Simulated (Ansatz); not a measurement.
Band structure of Mo (Im-3m, 1 atom in the cell).

```
CELL_PARAMETERS angstrom
     -1.56797     1.56797     1.56797
      1.56797    -1.56797     1.56797
      1.56797     1.56797    -1.56797
ATOMIC_POSITIONS crystal
  Mo 0.00000 0.00000 0.00000
```

Computed with PBE (plane waves, PAW; Ansatz, a first-principles code).

Settings: kpoints.mp_grid.grid = 15 15 15; hamiltonian.xc = pbe; hamiltonian.pseudopotentials = {kind: paw} (the program's default PAW files); scf.occupations.method = gaussian; scf.occupations.width = 0.05 eV; kpoints.band_path.npoints = 8.

The starting cell comes from a database of computed structures (which also holds hypothetical and non-ambient phases and stackings), without a prior relaxation at this level. Its lattice was rescaled by a random factor within 2.5 % of one. Spin polarisation is off.

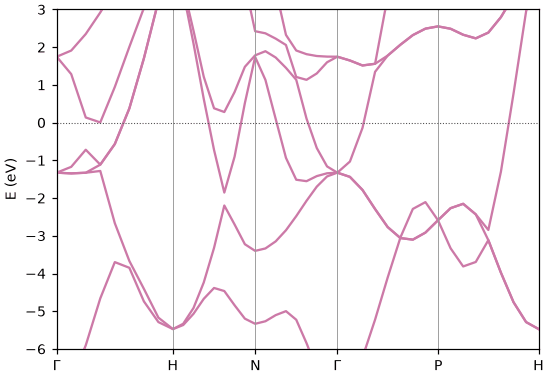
*Bands along the path, energies from the Fermi level.*

Levels in eV from the Fermi level, bands 4 to 10:
| point | 4 | 5 | 6 | 7 | 8 | 9 | 10 |
|---|---|---|---|---|---|---|---|
| Γ | -34.45 | -7.20 | -1.33 | -1.33 | -1.33 | 1.75 | 1.75 |
| H | -35.46 | -5.47 | -5.47 | 4.12 | 4.12 | 4.12 | 9.23 |
| N | -34.47 | -5.33 | -3.40 | 1.74 | 1.78 | 2.42 | 4.90 |
| P | -35.19 | -2.59 | -2.59 | -2.59 | 2.55 | 2.55 | 9.80 |

Bands cross the Fermi level along this path, so the cell is metallic at this level.

Keys are those of Ansatz 0.2.
